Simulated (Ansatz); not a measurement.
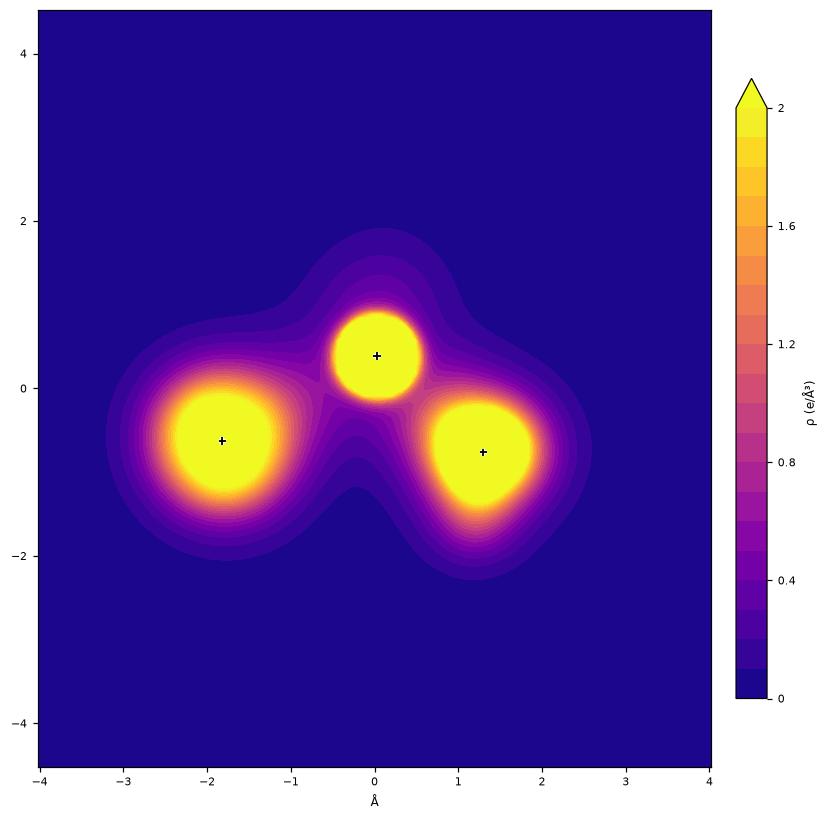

The electron density on a plane through atoms (crosses mark nuclei in the plane).

These are results of Ansatz, isolated molecule in a Gaussian basis; Kohn-Sham density functional theory, functional PBE0, not measurements.

Candidates:
A. H₄MgO₂Si
B. ClH₆N₃Si
C. Cl₃IZr

Q: Which candidate gave the map?

A: Candidate B: ClH₆N₃Si on the plane of atoms Cl1, Si5 and N2, which holds Cl, N and Si. Si–N (1.71 Å): the density is about 1.2 e/Å³ at the midpoint. Si–Cl (2.11 Å): ρ is about 0.83 e/Å³ halfway.
